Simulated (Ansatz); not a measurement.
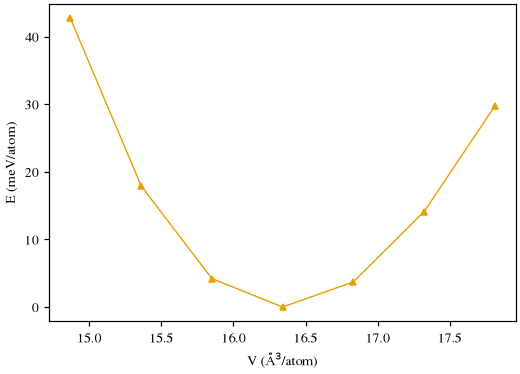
Figure. SiGe (CsCl type, Pm-3m) under volume change, PBEsol in the plane-wave PAW code Ansatz, scaled uniformly.

Task: What does a third-order Birch–Murnaghan fit give for V₀, B₀ and B′?

Result: V₀ = 16.35 Å³/atom, B₀ = 85.1 GPa, B′ = 4.8.

A made-up cell: these elements were put on the sites of a structure type; neither database checked (COD, Materials Project) lists it. Whether it is the stable phase at ambient conditions was not checked. Symmetry was held in the PBEsol relaxation. At this level the phase is mechanically unstable.

Potentials: the later of the program's two PAW sets.
